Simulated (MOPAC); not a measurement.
Run report: C4H3F3, frequency calculation (part 3 of 3)

Continued. System: C4H3F3, SMILES FC=CC(F)=CF. Method: PM6, closed shell (MOPAC 23.2.5). The geometry was optimised with PM6.

Geometry of the input (Å):
```
F  -2.2496  1.7781  0.7589
C  -1.6709  0.7548  0.1256
C  -0.3649  0.5408  0.3228
C  0.3881  -0.5358  -0.3035
F  -0.3221  -1.3332  -1.1174
C  1.6899  -0.8432  -0.1821
F  2.4683  -0.1006  0.6076
H  -2.3823  0.2144  -0.4916
H  0.2218  1.1893  0.9896
H  2.2348  -1.6521  -0.6580
```

**Log, continued**
```
 VIBRATION         14    7A'          ATOM PAIR      ENERGY CONTRIBUTION    RADIAL
 FREQUENCY          1201.91         C  6 -- H 10         +67.7% ( 86.5%)      3.7%
 TRANSITION DIPOLE   0.2670         C  6 -- F  7         +12.8% ( 37.6%)     72.1%
 TRAVEL (Ang.)       0.2521         C  4 -- C  6          +6.4% ( 26.6%)      0.8%
 REDUCED MASS        0.8828         C  4 -- F  5          +5.2% ( 23.9%)     98.6%
 EFFECTIVE MASS      4.1753
 FORCE CONSTANT      0.7513

 VIBRATION         15    8A'          ATOM PAIR      ENERGY CONTRIBUTION    RADIAL
 FREQUENCY          1221.81         C  2 -- H  8         +52.3% ( 77.4%)     14.1%
 TRANSITION DIPOLE   0.5915         F  1 -- C  2         +30.4% ( 58.9%)     90.4%
 TRAVEL (Ang.)       0.1923         C  2 -- C  3          +9.8% ( 33.5%)      3.1%
 REDUCED MASS        1.4922         C  6 -- H 10          +3.6% ( 20.3%)      5.2%
 EFFECTIVE MASS      6.3240
 FORCE CONSTANT      1.3125

 VIBRATION         16    9A'          ATOM PAIR      ENERGY CONTRIBUTION    RADIAL
 FREQUENCY          1243.10         C  3 -- H  9         +23.9% ( 66.0%)      0.3%
 TRANSITION DIPOLE   0.5871         C  2 -- H  8         +20.4% ( 61.0%)      0.9%
 TRAVEL (Ang.)       0.2538         F  1 -- C  2         +15.6% ( 53.3%)     97.0%
 REDUCED MASS        0.8423         C  6 -- F  7         +10.0% ( 42.6%)     91.6%
 EFFECTIVE MASS      7.7160
 FORCE CONSTANT      0.7669

 VIBRATION         17   10A'          ATOM PAIR      ENERGY CONTRIBUTION    RADIAL
 FREQUENCY          1286.20         F  1 -- C  2         +18.7% ( 55.3%)     90.5%
 TRANSITION DIPOLE   0.9332         C  2 -- H  8         +18.0% ( 54.3%)     14.8%
 TRAVEL (Ang.)       0.2125         C  2 -- C  3         +16.5% ( 52.0%)      5.3%
 REDUCED MASS        1.1606         C  3 -- H  9         +15.6% ( 50.6%)     19.0%
 EFFECTIVE MASS      8.8565
 FORCE CONSTANT      1.1313

 VIBRATION         18   11A'          ATOM PAIR      ENERGY CONTRIBUTION    RADIAL
 FREQUENCY          1325.20         C  6 -- F  7         +27.0% ( 69.0%)     99.8%
 TRANSITION DIPOLE   0.8262         C  3 -- H  9         +17.9% ( 56.2%)      1.6%
 TRAVEL (Ang.)       0.1714         C  6 -- H 10         +16.5% ( 53.9%)      5.2%
 REDUCED MASS        1.7330         C  4 -- C  6         +14.3% ( 50.3%)      0.1%
 EFFECTIVE MASS      9.3596
 FORCE CONSTANT      1.7931

 VIBRATION         19   12A'          ATOM PAIR      ENERGY CONTRIBUTION    RADIAL
 FREQUENCY          1400.30         C  3 -- C  4         +29.4% ( 77.0%)     75.0%
 TRANSITION DIPOLE   0.8706         C  4 -- F  5         +28.1% ( 75.2%)     85.5%
 TRAVEL (Ang.)       0.1051         C  4 -- C  6         +22.2% ( 67.0%)      0.1%
 REDUCED MASS        4.3558         C  6 -- H 10          +4.7% ( 30.7%)      3.3%
 EFFECTIVE MASS     11.3212
 FORCE CONSTANT      5.0322

 VIBRATION         20   13A'          ATOM PAIR      ENERGY CONTRIBUTION    RADIAL
 FREQUENCY          1767.52         C  2 -- C  3         +31.2% ( 82.5%)     98.2%
 TRANSITION DIPOLE   2.0401         C  4 -- C  6         +14.2% ( 55.8%)     98.4%
 TRAVEL (Ang.)       0.1088         C  3 -- C  4         +11.5% ( 50.0%)     55.0%
 REDUCED MASS        3.2213         F  1 -- C  2         +10.7% ( 48.5%)     48.0%
 EFFECTIVE MASS     11.9714
 FORCE CONSTANT      5.9294

 VIBRATION         21   14A'          ATOM PAIR      ENERGY CONTRIBUTION    RADIAL
 FREQUENCY          1806.31         C  4 -- C  6         +29.3% ( 80.6%)     99.9%
 TRANSITION DIPOLE   1.3133         C  3 -- C  4         +19.9% ( 66.4%)     53.3%
 TRAVEL (Ang.)       0.1044         C  2 -- C  3         +13.4% ( 54.6%)     95.7%
 REDUCED MASS        3.4280         C  4 -- F  5         +11.4% ( 50.4%)     15.8%
 EFFECTIVE MASS     11.9673
 FORCE CONSTANT      6.5898

 VIBRATION         22   15A'          ATOM PAIR      ENERGY CONTRIBUTION    RADIAL
 FREQUENCY          2713.93         C  2 -- H  8         +76.7% ( 89.1%)    100.0%
 TRANSITION DIPOLE   0.6883         C  3 -- H  9         +17.5% ( 42.6%)     99.8%
 TRAVEL (Ang.)       0.2009         C  6 -- H 10          +2.7% ( 16.6%)     99.9%
 REDUCED MASS        0.6155         C  2 -- C  3          +1.8% ( 13.6%)     50.2%
 EFFECTIVE MASS      1.4624
 FORCE CONSTANT      2.6709

 VIBRATION         23   16A'          ATOM PAIR      ENERGY CONTRIBUTION    RADIAL
 FREQUENCY          2727.27         C  6 -- H 10         +94.5% ( 98.4%)     99.9%
 TRANSITION DIPOLE   1.0707         C  2 -- H  8          +3.0% ( 17.5%)    100.0%
 TRAVEL (Ang.)       0.1682         C  4 -- C  6          +1.2% ( 11.2%)     48.4%
 REDUCED MASS        0.8742         C  6 -- F  7          +1.2% ( 11.1%)      7.6%
 EFFECTIVE MASS      1.4253
 FORCE CONSTANT      3.8312

 VIBRATION         24   17A'          ATOM PAIR      ENERGY CONTRIBUTION    RADIAL
 FREQUENCY          2733.81         C  3 -- H  9         +80.6% ( 90.4%)    100.0%
 TRANSITION DIPOLE   1.0973         C  2 -- H  8         +17.2% ( 41.7%)     99.9%
 TRAVEL (Ang.)       0.1940         C  3 -- C  4          +0.8% (  9.2%)     11.3%
 REDUCED MASS        0.6554         C  2 -- C  3          +0.7% (  8.4%)     10.0%
 EFFECTIVE MASS      1.3844
 FORCE CONSTANT      2.8859

      SYMMETRY NUMBER FOR POINT-GROUP Cs  =  1

          SYSTEM IS A GROUND STATE

 C4H3F3, PM6

          MOLECULE IS NOT LINEAR

          THERE ARE 24 GENUINE VIBRATIONS IN THIS SYSTEM
          THIS THERMODYNAMICS CALCULATION IS LIMITED TO
          MOLECULES WHICH HAVE NO INTERNAL ROTATIONS

                    CALCULATED THERMODYNAMIC PROPERTIES
                                          *
   TEMP. (K)   PARTITION FUNCTION   H.O.F.    ENTHALPY  HEAT CAPACITY ENTROPY
                                   KCAL/MOL   CAL/MOLE    CAL/K/MOL  CAL/K/MOL

 298.00  VIB.     0.4277D+02                  2619.2757    17.1536    16.2530
         ROT.     0.3202D+06                   888.2803     2.9808    28.1718
         INT.     0.1369D+08                  3507.5560    20.1344    44.4248
         TRA.     0.1086D+28                  1480.4672     4.9680    39.9469
         TOT.                     -111.656    4988.0232    25.1024    84.3717

 200.00  VIB.     0.9916D+01                  1185.2750    12.0531    10.4853
         ROT.     0.1760D+06                   596.1613     2.9808    26.9831
         INT.     0.1746D+07                  1781.4363    15.0339    37.4684
         TRA.     0.5971D+27                   993.6021     4.9680    37.9658
         TOT.                     -113.869    2775.0384    20.0019    75.4342

 210.00  VIB.     0.1151D+02                  1308.4981    12.5907    11.0864
         ROT.     0.1894D+06                   625.9693     2.9808    27.1286
         INT.     0.2180D+07                  1934.4674    15.5715    38.2149
         TRA.     0.6425D+27                  1043.2822     4.9680    38.2082
         TOT.                     -113.666    2977.7497    20.5395    76.4231

 220.00  VIB.     0.1337D+02                  1437.0723    13.1234    11.6844
         ROT.     0.2031D+06                   655.7774     2.9808    27.2672
         INT.     0.2715D+07                  2092.8497    16.1042    38.9516
         TRA.     0.6889D+27                  1092.9623     4.9680    38.4393
         TOT.                     -113.458    3185.8120    21.0722    77.3909

 230.00  VIB.     0.1552D+02                  1570.9530    13.6521    12.2794
         ROT.     0.2171D+06                   685.5855     2.9808    27.3997
         INT.     0.3369D+07                  2256.5384    16.6329    39.6792
         TRA.     0.7364D+27                  1142.6424     4.9680    38.6601
         TOT.                     -113.245    3399.1809    21.6009    78.3393

 240.00  VIB.     0.1802D+02                  1710.1015    14.1770    12.8716
         ROT.     0.2314D+06                   715.3935     2.9808    27.5266
         INT.     0.4170D+07                  2425.4950    17.1579    40.3982
         TRA.     0.7849D+27                  1192.3226     4.9680    38.8716
         TOT.                     -113.026    3617.8176    22.1259    79.2697

 250.00  VIB.     0.2092D+02                  1854.4826    14.6986    13.4609
         ROT.     0.2460D+06                   745.2016     2.9808    27.6483
         INT.     0.5148D+07                  2599.6842    17.6794    41.1092
         TRA.     0.8345D+27                  1242.0027     4.9680    39.0744
         TOT.                     -112.802    3841.6869    22.6474    80.1835

 260.00  VIB.     0.2429D+02                  2004.0629    15.2169    14.0475
         ROT.     0.2609D+06                   775.0097     2.9808    27.7652
         INT.     0.6339D+07                  2779.0726    18.1977    41.8127
         TRA.     0.8851D+27                  1291.6828     4.9680    39.2692
         TOT.                     -112.573    4070.7554    23.1657    81.0819

 270.00  VIB.     0.2820D+02                  2158.8090    15.7317    14.6314
         ROT.     0.2761D+06                   804.8177     2.9808    27.8777
         INT.     0.7786D+07                  2963.6267    18.7126    42.5091
         TRA.     0.9366D+27                  1341.3629     4.9680    39.4567
         TOT.                     -112.339    4304.9896    23.6806    81.9658

 280.00  VIB.     0.3273D+02                  2318.6861    16.2431    15.2128
         ROT.     0.2916D+06                   834.6258     2.9808    27.9861
         INT.     0.9543D+07                  3153.3119    19.2239    43.1989
         TRA.     0.9891D+27                  1391.0430     4.9680    39.6374
         TOT.                     -112.100    4544.3549    24.1919    82.8363

 290.00  VIB.     0.3798D+02                  2483.6574    16.7505    15.7917
         ROT.     0.3074D+06                   864.4339     2.9808    28.0907
         INT.     0.1167D+08                  3348.0912    19.7314    43.8824
         TRA.     0.1043D+28                  1440.7231     4.9680    39.8117
         TOT.                     -111.855    4788.8143    24.6994    83.6941

 300.00  VIB.     0.4405D+02                  2653.6832    17.2539    16.3680
         ROT.     0.3234D+06                   894.2419     2.9808    28.1918
         INT.     0.1425D+08                  3547.9251    20.2347    44.5598
         TRA.     0.1097D+28                  1490.4032     4.9680    39.9801
         TOT.                     -111.606    5038.3283    25.2027    84.5399

 310.00  VIB.     0.5109D+02                  2828.7205    17.7528    16.9419
         ROT.     0.3397D+06                   924.0500     2.9808    28.2895
         INT.     0.1736D+08                  3752.7705    20.7336    45.2314
         TRA.     0.1152D+28                  1540.0833     4.9680    40.1430
         TOT.                     -111.351    5292.8538    25.7016    85.3745

 320.00  VIB.     0.5924D+02                  3008.7228    18.2468    17.5134
         ROT.     0.3563D+06                   953.8580     2.9808    28.3841
         INT.     0.2111D+08                  3962.5808    21.2276    45.8975
         TRA.     0.1208D+28                  1589.7634     4.9680    40.3008
         TOT.                     -111.092    5552.3443    26.1956    86.1983

 330.00  VIB.     0.6868D+02                  3193.6399    18.7357    18.0824
         ROT.     0.3731D+06                   983.6661     2.9808    28.4759
         INT.     0.2562D+08                  4177.3060    21.7165    46.5582
         TRA.     0.1266D+28                  1639.4435     4.9680    40.4536
         TOT.                     -110.827    5816.7495    26.6845    87.0119

 340.00  VIB.     0.7958D+02                  3383.4180    19.2190    18.6489
         ROT.     0.3902D+06                  1013.4742     2.9808    28.5648
         INT.     0.3105D+08                  4396.8921    22.1998    47.2137
         TRA.     0.1324D+28                  1689.1236     4.9680    40.6020
         TOT.                     -110.558    6086.0158    27.1678    87.8157

 350.00  VIB.     0.9220D+02                  3578.0001    19.6964    19.2129
         ROT.     0.4075D+06                  1043.2822     2.9808    28.6512
         INT.     0.3757D+08                  4621.2823    22.6772    47.8641
         TRA.     0.1382D+28                  1738.8037     4.9680    40.7460
         TOT.                     -110.284    6360.0860    27.6452    88.6101

 360.00  VIB.     0.1068D+03                  3777.3259    20.1677    19.7744
         ROT.     0.4251D+06                  1073.0903     2.9808    28.7352
         INT.     0.4539D+08                  4850.4162    23.1485    48.5096
         TRA.     0.1442D+28                  1788.4838     4.9680    40.8859
         TOT.                     -110.005    6638.9000    28.1165    89.3955

 370.00  VIB.     0.1236D+03                  3981.3323    20.6325    20.3333
         ROT.     0.4430D+06                  1102.8984     2.9808    28.8169
         INT.     0.5476D+08                  5084.2307    23.6133    49.1502
         TRA.     0.1503D+28                  1838.1639     4.9680    41.0220
         TOT.                     -109.722    6922.3946    28.5813    90.1722

 380.00  VIB.     0.1431D+03                  4189.9537    21.0906    20.8896
         ROT.     0.4610D+06                  1132.7064     2.9808    28.8964
         INT.     0.6597D+08                  5322.6602    24.0715    49.7860
         TRA.     0.1564D+28                  1887.8440     4.9680    41.1545
         TOT.                     -109.434    7210.5042    29.0395    90.9405

 390.00  VIB.     0.1656D+03                  4403.1223    21.5419    21.4433
         ROT.     0.4794D+06                  1162.5145     2.9808    28.9738
         INT.     0.7936D+08                  5565.6368    24.5227    50.4171
         TRA.     0.1626D+28                  1937.5242     4.9680    41.2836
         TOT.                     -109.141    7503.1610    29.4907    91.7007

 400.00  VIB.     0.1915D+03                  4620.7684    21.9861    21.9943
         ROT.     0.4979D+06                  1192.3226     2.9808    29.0493
         INT.     0.9534D+08                  5813.0909    24.9669    51.0436
         TRA.     0.1689D+28                  1987.2043     4.9680    41.4094
         TOT.                     -108.844    7800.2952    29.9349    92.4530

   *: NOTE: HEATS OF FORMATION ARE RELATIVE TO THE
            ELEMENTS IN THEIR STANDARD STATE AT 298K
              (=  Standard Enthalpy of Formation).

            Hvib:  Zero-point energy is not included.
                   frequencies of less than zero cm-1 are not included.
            Hrot = (3/2)RT
            Htra = (3/2)RT + pV = (5/2)RT

            Heat capacity is Cp, not Cv

           FORCE CONSTANT IN CARTESIAN COORDINATES (Millidynes/A)

    ATOM   CHEMICAL       X               Y               Z
   NUMBER   SYMBOL  FORCE CONSTANT  FORCE CONSTANT  FORCE CONSTANT

      1       F        7.546582        0.795144        0.262131
      2       C       10.109602       12.077766        1.860305
      3       C       10.064594       11.897367        1.995771
      4       C       11.253944       12.786557        1.803183
      5       F        2.570057        5.788079        0.266282
      6       C        9.330473       12.858512        1.619076
      7       F        2.160178        6.402760        0.245881
      8       H        1.288787        3.672088        0.334309
      9       H        1.719367        3.357024        0.350548
     10       H        4.125860        0.849639        0.313190

 *                    *
 * JOB ENDED NORMALLY *
 *                    *

 TOTAL JOB TIME:             0.16 SECONDS

 == MOPAC DONE ==
```

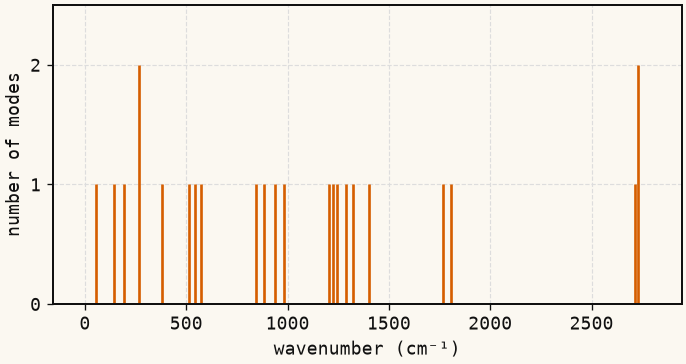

*Harmonic vibrational wavenumbers from the force constants; neighbouring modes closer than 12 cm⁻¹ are counted in one stick.*

24 modes from 55 to 2734 cm⁻¹, none imaginary.

**Key numbers**

| quantity | value |
| --- | --- |
| outcome | converged |
| heat of formation | −111.66 kcal/mol |
| basis functions | 31 |
| zero-point energy | 0.059252 hartree |
| wavenumbers, lowest and highest | 55 and 2734 cm⁻¹ |
| hardware | 1 thread of Arm Neoverse V1, 24 GiB of memory available, shared host |
| peak memory | 0.071 GiB |

MOPAC's energies along a path are heats of formation.
